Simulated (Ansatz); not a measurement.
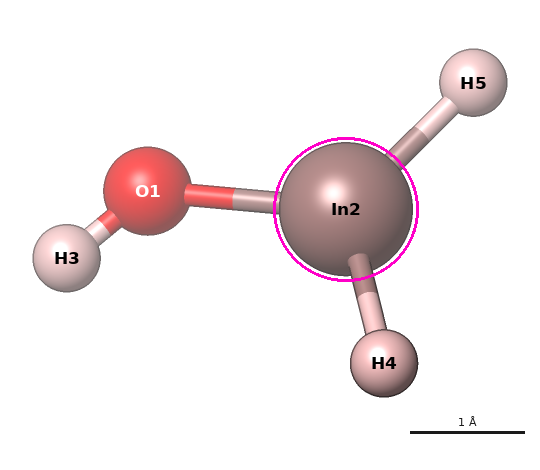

The picture comes from a calculation with Ansatz.

Orthographic view. Distant atoms are faded towards the background colour. Geometry: atoms displaced at random (about 0.07 Å) from a stationary point of GFN2-xTB.

Question: Which atoms are bonded to the circled atom?

Answer: The circled atom is In2; it is bonded to O1, H4, H5.

Question: Which two atoms are farthest apart in space?

Answer: H3 and H5, 3.89 Å.

Question: Which atom is nearest the viewer?

Answer: H4, 1.1 Å in front of the mean position.
